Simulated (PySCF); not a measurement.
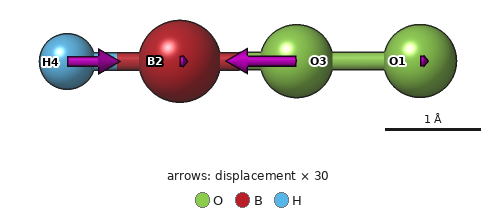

This is a relaxation of BHO2. The starting structure is drawn; purple arrows show the displacements, magnified 30 times. The two geometries are superimposed by the best rigid fit.

Style: ball-and-stick. Shown at a tilt.

It is one of the separated reactants of a reaction.

Theory: RKS PBE0-D4/def2-TZVP, density fitting in PySCF 2.14.0. 

Q: What happened in the run?

A: The atom that moves furthest after the best rigid fit is O3 (0.025 Å). Largest moves by element: O 0.025 Å, H 0.019 Å, B 0.003 Å. Some distances before and after: O1–O3 1.300 → 1.328 Å, B2–O3 1.231 → 1.202 Å, B2–H4 1.184 → 1.168 Å. Over 3 geometry steps the energy falls by 0.047 eV.
